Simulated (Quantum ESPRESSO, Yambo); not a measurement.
# How the form of the self-energy moves the gap of SiC (P6_3mc), part 2 of 2

Aim: compare treatments of exchange, screening and correlation for the gap of SiC (P6_3mc).

Quantum ESPRESSO 7.5 and Yambo 5.3.0; PBE and many-body steps on it, plane waves. Known limits of the many-body steps: not at the basis limit; coarse k mesh.

So far. Step 2 (Empty states on the mesh, 6×6×1 mesh, 540 bands): On this mesh the gap is 2.027 eV. Step 4 (G0W0, Godby-Needs plasmon pole): The gap on the mesh goes from 2.03 eV to 2.63 eV, a correction of +0.61 eV.

## 5. One-shot COHSEX

This step: one-shot COHSEX on PBE, plane waves, norm-conserving pseudopotentials.

gw4.in

```
HF_and_locXC
gw0
dyson
cohsex
em1s
rim_cut
RandQpts= 1000000
RandGvec= 1 RL
EXXRLvcs= 74 Ry
VXCRLvcs= 296 Ry
Chimod= "HARTREE"
% BndsRnXs
 1 | 234 |
%
NGsBlkXs= 10 Ry
% LongDrXs
 1 | 1 | 1 |
%
% GbndRnge
 1 | 234 |
%
DysSolver= "n"
ExtendOut
% QPkrange
 1 | 1 | 23 | 26 |
 4 | 4 | 23 | 26 |
%
```

On the command line:

```
> OMP_NUM_THREADS=1 mpirun -n 4 yambo -F gw4.in -J gw4 -C gw4 > gw4.log
```

The log of the run:

```text
 Yambo, version 5.3.0

 [02] CORE Variables Setup
 =========================

  [... cell, symmetries and grids as in the set-up ...]

  [02.05] Energies & Occupations
  ==============================

  [X] === General ===
  [X] Electronic Temperature                        :  0.000000  0.000000 [eV K]
  [X] Bosonic    Temperature                        :  0.000000  0.000000 [eV K]
  [X] Finite Temperature mode                       : no
  [X] El. density                                   :  0.38783E+24 [cm-3]
  [X] Fermi Level                                   :  9.584179 [eV]

  [X] === Gaps and Widths ===
  [X] Conduction Band Min                           :  2.026692 [eV]
  [X] Valence Band Max                              :  0.000000 [eV]
  [X] Filled Bands                                  :  24
  [X] Empty Bands                                   :    25   540
  [X] Direct Gap                                    :  3.130175 [eV]
  [X] Direct Gap localized at k                     :   4
  [X] Indirect Gap                                  :  2.026692 [eV]
  [X] Indirect Gap between kpts                     :   1   4
  [X] Last valence band width                       :  2.077149 [eV]
  [X] 1st conduction band width                     :  3.176042 [eV]

 [03] Transferred momenta grid and indexing
 ==========================================

 IBZ Q-points                                      :   7
 BZ  Q-points                                      :   36

 K/Q-points units:
 rlu = crystal or reduced units; cc = cartesian coordinates; iku = interal k-units

 Q [1]          [rlu]:  0.000000  0.000000  0.000000
 Q [2]          [rlu]: -0.48527E-17  0.16667       0.0000
 Q [3]          [rlu]: -0.97055E-17  0.33333       0.0000
[...]
[xc] Functional : Perdew, Burke & Ernzerhof(X)+Perdew, Burke & Ernzerhof(C)
 [xc] LIBXC used to calculate xc functional
  PP Number of Atomic Species                      :  2
  NLCC RL compoments                               :   71833
  PP Number of Atomic Species                      :  2
  NLCC RL compoments                               :   71833

 [xc] E_xc :  -18.29600 [Ha]
      E_xc :  -36.59200 [Ry]

  Local XC kind (lXC) : Perdew, Burke & Ernzerhof(X)+Perdew, Burke & Ernzerhof(C)
  Non-Local XC kind (nlXC) : Hartree-Fock

  Corrections @ K [1] :  [eV]
 <23|nlXC|23> = -17.34182 -0.10097E-16 <23|lXC|23> = -14.96888 -0.47204E-16
 <24|nlXC|24> = -17.34181 -0.10519E-16 <24|lXC|24> = -14.96888  0.000000
 <25|nlXC|25> = -6.945472 -0.43674E-19 <25|lXC|25> = -12.15702 -0.18882E-15
[...]
Corrections @ K [4] :  [eV]
[...]
<25|nlXC|25> = -6.778437 -0.42343E-17 <25|lXC|25> = -10.94428  0.11801E-16
 <26|nlXC|26> = -6.514522  0.55408E-18 <26|lXC|26> = -10.78955  0.32453E-16

 [08] Dyson equation: Newton solver
 ==================================

 [Newton] Sc step       :  0.100000 [eV]
 [Newton] Sc steps      :  1

  [08.01] G0W0 (COHSEX)
  =====================

  [  GW  ] Bands range     :   1  26

  QP @ state[ 1 ] K range:  1  1
  QP @ state[ 1 ] b range:  23  26
  QP @ state[ 2 ] K range:   4   4
  QP @ state[ 2 ] b range:  23  26

   Sc Empty Bands                                   : no
   Sc bands terminator                              : no
   Sx RL components                                 :   8953

   QP @ state[ 1 ] K range                          :  1  1
   QP @ state[ 1 ] b range                          :  23  26
   QP @ state[ 2 ] K range                          :   4   4
   QP @ state[ 2 ] b range                          :  23  26
   GF WF`s kind                                     : Perdew, Burke & Ernzerhof(X)+Perdew, Burke & Ernzerhof(C)
   Xs energies kind                                 : Perdew, Burke & Ernzerhof(X)+Perdew, Burke & Ernzerhof(C)
   Xs WF`s kind                                     : Perdew, Burke & Ernzerhof(X)+Perdew, Burke & Ernzerhof(C)

 [11] Game Over & Game summary
```

The job ended after 5.2 min (4 MPI ranks of Arm Neoverse V1, shared host; peak memory 2.6 GiB).

This step gave:

```yaml
quasiparticle_gap_on_the_points_computed: 3.438 eV
starting_gap_on_the_mesh: 2.027 eV
k_of_the_valence_top: 0, 0, 0
k_of_the_conduction_bottom: 0, -0.5, 0
least_direct_quasiparticle_gap_on_the_computed_points: 4.694 eV
z_at_the_valence_top: 1
z_at_the_conduction_bottom: 1
```

Against G0W0 in Yambo (6×6×1 mesh, 234 bands, screening to 136.1 eV, Godby-Needs plasmon pole), the gap moves by +0.805 eV.

## 6. One-shot Hartree-Fock

This step: one-shot Hartree-Fock on PBE, plane waves, norm-conserving pseudopotentials.

gw5.in

```
HF_and_locXC
rim_cut
RandQpts= 1000000
RandGvec= 1 RL
EXXRLvcs= 74 Ry
VXCRLvcs= 296 Ry
% QPkrange
 1 | 1 | 23 | 26 |
 4 | 4 | 23 | 26 |
%
```

On the command line:

```
> OMP_NUM_THREADS=1 mpirun -n 4 yambo -F gw5.in -J gw5 -C gw5 > gw5.log
```

The log of the run:

```text
 Yambo, version 5.3.0

 [02] CORE Variables Setup
 =========================

  [... cell, symmetries and grids as in the set-up ...]

  [02.05] Energies & Occupations
  ==============================

  [X] === General ===
  [X] Electronic Temperature                        :  0.000000  0.000000 [eV K]
  [X] Bosonic    Temperature                        :  0.000000  0.000000 [eV K]
  [X] Finite Temperature mode                       : no
  [X] El. density                                   :  0.38783E+24 [cm-3]
[...]
[xc] E_xc :  -18.29600 [Ha]
      E_xc :  -36.59200 [Ry]

  Local XC kind (lXC) : Perdew, Burke & Ernzerhof(X)+Perdew, Burke & Ernzerhof(C)
  Non-Local XC kind (nlXC) : Hartree-Fock

  Corrections @ K [1] :  [eV]
 <23|nlXC|23> = -17.34182 -0.10097E-16 <23|lXC|23> = -14.96888 -0.47204E-16
 <24|nlXC|24> = -17.34181 -0.10519E-16 <24|lXC|24> = -14.96888  0.000000
 <25|nlXC|25> = -6.945472 -0.43674E-19 <25|lXC|25> = -12.15702 -0.18882E-15
[...]
Corrections @ K [4] :  [eV]
[...]
<25|nlXC|25> = -6.778437 -0.42343E-17 <25|lXC|25> = -10.94428  0.11801E-16
 <26|nlXC|26> = -6.514522  0.55408E-18 <26|lXC|26> = -10.78955  0.32453E-16

 [08] Game Over & Game summary
```

The job ended after 9.6 s (4 MPI ranks; peak memory 2.1 GiB).

Numbers from this step:

```
quasiparticle gap on the mesh                         : 8.565 eV
starting gap on the mesh                              : 2.027 eV
k of the valence top                                  : 0, 0, 0
k of the conduction bottom                            : 0, -0.5, 0
least direct quasiparticle gap on the computed points : 10.13 eV
```

Against G0W0 in Yambo (6×6×1 mesh, 234 bands, screening to 136.1 eV, Godby-Needs plasmon pole), the gap moves by +5.933 eV.

## 7. The runs together

Times are wall times on 4 MPI ranks of Arm Neoverse V1, shared host, good to a factor of about two.

| run | mesh | bands | screening cutoff (eV) | DFT gap (eV) | gap on the mesh (eV) | direct (eV) | time |
| --- | --- | --- | --- | --- | --- | --- | --- |
| G0W0, Godby-Needs plasmon pole | 6×6×1 | 234 | 136.1 | 2.027 | 2.633 | 3.896 | 8.8 min |
| one-shot COHSEX | 6×6×1 | 234 | 136.1 | 2.027 | 3.438 | 4.694 | 5.2 min |
| one-shot Hartree-Fock | 6×6×1 | - | - | 2.027 | 8.565 | 10.135 | 9.6 s |

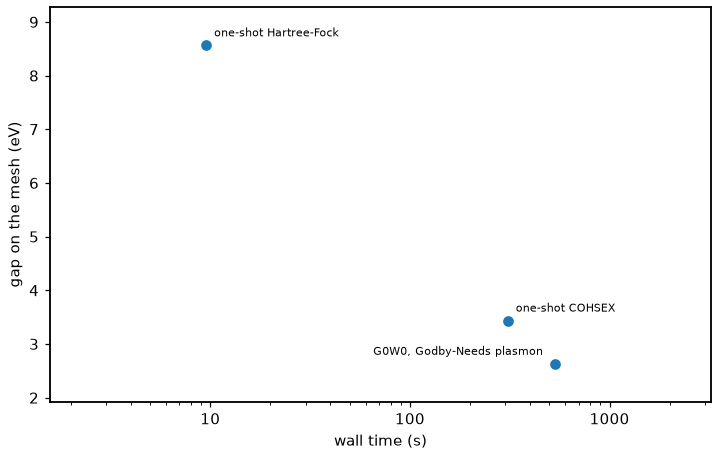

Result against wall time.

## 8. Outcome

* G0W0, Godby-Needs plasmon pole: 2.633 eV
* one-shot COHSEX: 3.438 eV
* one-shot Hartree-Fock: 8.565 eV
* known limits: not at the basis limit; coarse k mesh

One-shot COHSEX: +0.805 eV against G0W0, Godby-Needs plasmon pole. One-shot Hartree-Fock: +5.933 eV against G0W0, Godby-Needs plasmon pole. Bare exchange alone opens the gap to 8.57 eV; against G0W0, correlation takes back 5.93 eV. Static COHSEX lies above G0W0: it lacks the factor Z and overstates the Coulomb hole of the filled states. Against experiment, by G0W0, Godby-Needs plasmon pole: the gap of 2.63 eV lies −0.39 eV from the measured 3.02 eV (kind not stated, quoted 2020); the gap of 2.63 eV lies −0.40 eV from the measured 3.03 eV (indirect, quoted 2018); the gap of 2.63 eV lies −0.37 eV from the measured 3 eV (optical, 2017). An exciton line or allowed optical edge lies below the quasiparticle gap by the binding energy; a forbidden edge can push the onset above it. These are gaps on the mesh, at modest bands and cutoff. The calculation has static nuclei and no excitons; a measured gap holds zero-point and thermal motion, which mostly lowers it. Bands and cutoff are finite, so the gap is not at the basis limit. The miss can reach some tenths of an eV and take either sign; the mesh is an error of its own. The 6×6×1 mesh is coarse for this cell, which bears on the long-range parts of exchange and screening.

[Paths, hosts, dates, memory and timing lines, banners, echoed tables and standing remarks are left out of the program output.]

[Logs are printed without paths, hosts, clocks, repeated set-up lines and the standing remarks that a program may print on its own settings, such as how far it seeks lower states.]

[Runs of the session that timed out or met a known fault of the program may be left out.]

[Hosts, paths, dates, database ids (printed as entryN), source tags and the programs' standing remarks are cut or masked in the printed files.]
